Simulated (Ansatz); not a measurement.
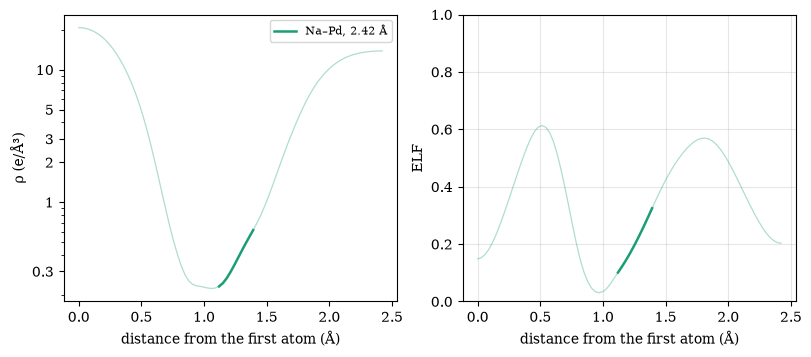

Figure. Na2Pd3. Valence charge density (pseudo) and ELF along straight lines between neighbouring atoms. Thin, pale parts lie inside the atomic spheres.

Space group Pm-3m; a structure generated by program, which may or may not match a known phase.

All numbers below come from Ansatz 0.2.0, DFT PBE, scalar-relativistic, plane waves, PAW.

In a PAW calculation such maps are meaningful between the atoms, not at the nuclei.

```
Na Pd
1.0
     4.84170    0.00000    0.00000
     0.00000    4.84170    0.00000
     0.00000    0.00000    4.84170
Na Pd
2 3
Direct
  0.50000 0.50000 0.50000
  0.00000 0.00000 0.00000
  0.50000 0.00000 0.00000
  0.00000 0.50000 0.00000
  0.00000 0.00000 0.50000
```

Q: What can be read from the curves?

A: Na–Pd (2.42 Å): the density is about 0.3 e/Å³ at the midpoint; the ELF is about 0.15 at the midpoint; no shared electron pair shows on this line.
